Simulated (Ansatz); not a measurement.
**H3OSi2 (SMILES [SiH]O[SiH2+]) (charge +1): density, localisation and related maps**

Input

```
crystal:
  periodic: [false, false, false]
  atoms:
    - {symbol: O, position_ang: [-0.394828, 0.845750, 0.753652]}
    - {symbol: Si, position_ang: [-0.394594, 2.547283, 0.505358]}
    - {symbol: Si, position_ang: [-0.564302, -0.657452, 1.156896]}
    - {symbol: H, position_ang: [0.641011, 2.447866, -0.600571]}
    - {symbol: H, position_ang: [0.292805, -1.178879, 2.227829]}
    - {symbol: H, position_ang: [-1.610832, -1.433111, 0.481236]}
basis:
  gaussian:
    orbitals: def2-TZVPD
total_charge: 1
hamiltonian:
  xc: {name: PBE0}
output: {forces: true, orbitals: {seedname: orbitals}}
```

Launched as:

```sh
ansatz run input.yaml --threads 2 --pin off --max-ram 4350MiB --events-out events.jsonl --progress --plain --runs-dir runs
```

Geometry: r2SCAN-D4/def2-TZVP.

The calculation used isolated molecule in a Gaussian basis; Kohn-Sham density functional theory, functional PBE0 (Ansatz 0.2.0).

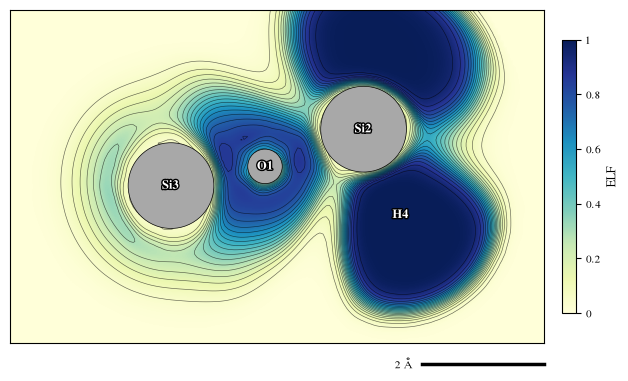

Figure 1. Electron localisation function on the plane of atoms O1, Si2 and H4. Grey discs cover the atomic cores.

### What do the fields say about this system?

The section cuts through O, Si and H sites.
Si–O (1.57 Å): the ELF peaks at about 0.85 between the atoms: a polar covalent bond.
Si–O (1.72 Å): the ELF peaks at about 0.85 between the atoms (a shared but strongly polarised pair).
The ELF also peaks beside Si2, away from the bonds: lone-pair regions.

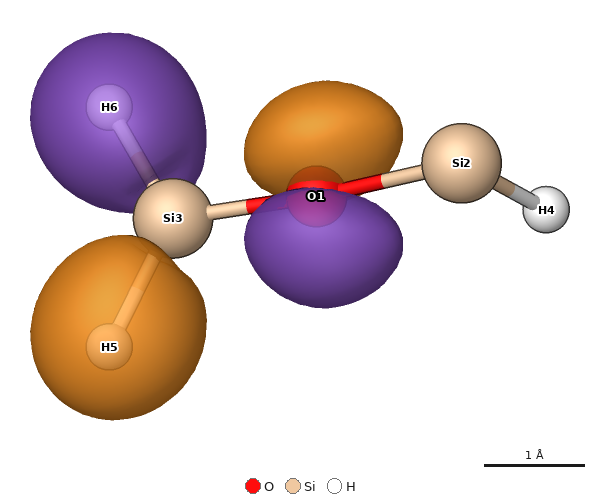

Figure 2. The HOMO−1 at ±0.15 Å⁻³ᐟ² (orange and purple are the two phases), seen at an oblique angle.

### Where does this orbital lie, and at what energy?

It lies mainly on O1 (about 35 %), Si3 (about 25 %), H6 (about 15 %) and H5 (about 15 %). Its energy is −15.92 eV.

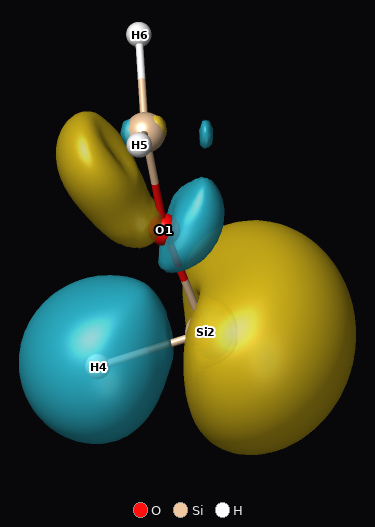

Figure 3. One frontier orbital at ±0.1 Å⁻³ᐟ² (yellow and cyan are the two phases), seen at an oblique angle.

### Which orbital is it: HOMO or LUMO?

The HOMO, at −11.62 eV. Its weight (Hirshfeld) is mainly on Si2 (about 70 %) and H4 (about 20 %).
